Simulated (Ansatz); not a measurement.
**ClF3Mo···HF···Cl2: density, localisation and related maps**

```xyz
9

Mo    0.1140    0.2607    0.0480
F     0.3934    0.3073    2.3870
F     1.8679   -0.3102    0.4323
F     0.2853    2.0529    0.2576
Cl   -3.8180   -0.1314   -0.9891
F    -0.8225   -1.2353    0.4483
Cl    0.1279    0.1214   -2.2602
Cl   -2.7334    1.3655   -0.1738
H     1.2587    0.0176    2.4638
```

Core potentials replace the inner electrons of Mo.

These are results of RHF/def2-SVP (Ansatz), not measurements.

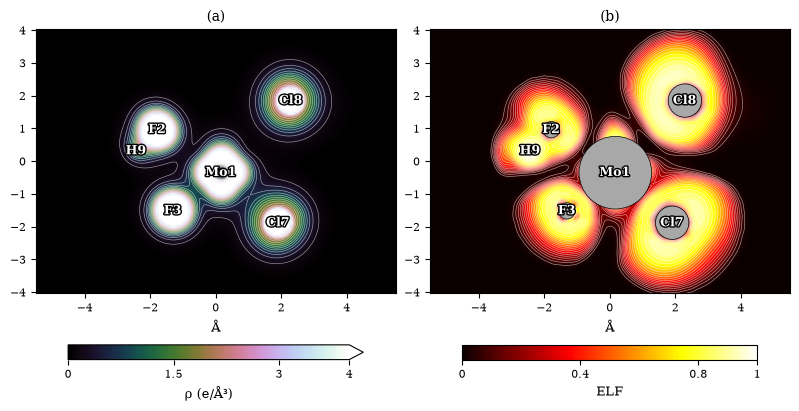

Figure 1. (a) electron density; (b) electron localisation function on the plane of atoms F3, Mo1 and Cl7. Grey discs cover the atomic cores in the ELF map.

> Describe what can be read from this map.

- The section cuts through Mo, F, Cl and H sites.
- Mo1···F2 (2.36 Å): the density falls to about 0.24 e/Å³ on the way; the ELF dips to about 0.05 between them.
- Mo–Cl (2.31 Å): ρ at the midpoint is about 0.61 e/Å³; the ELF peaks at about 0.85 in the valence shell of Cl, 0.8 Å from its nucleus, and is about 0.35 at the midpoint.
- F–H (0.92 Å): ρ at the midpoint is about 4.8 e/Å³; the ELF climbs to about 1 towards the hydrogen, as it does in any bond to H; a covalent bond by its length.
- Mo–F (1.88 Å): ρ at the midpoint is about 0.93 e/Å³; the ELF peaks at about 0.85 in the valence shell of F, 0.5 Å from its nucleus, and drops to about 0.15 between the two atoms.
- The ELF also peaks beside F2 and Cl8, away from the bonds: lone-pair regions.

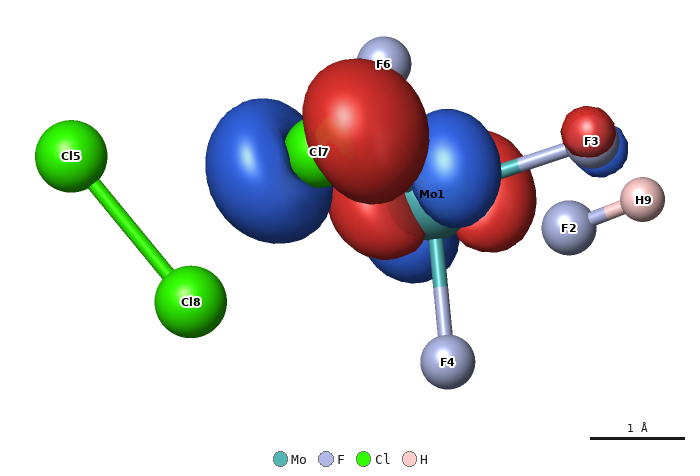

Figure 2. The HOMO at ±0.2 Å⁻³ᐟ² (red and blue are the two phases), seen from one side.

> Describe this orbital and give its energy.

It lies mainly on Cl7 (about 45 %) and Mo1 (about 45 %). Its energy is −10.95 eV.

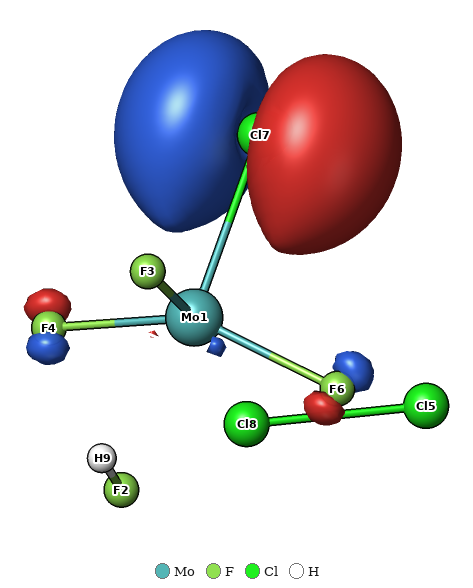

Figure 3. The HOMO−1 at ±0.15 Å⁻³ᐟ² (red and blue are the two phases), seen at an oblique angle.

> Where does this orbital lie, and at what energy?

Its weight (Hirshfeld) is mainly on Cl7 (about 90 %); largely a lone pair of Cl7. Its energy is −12.35 eV.
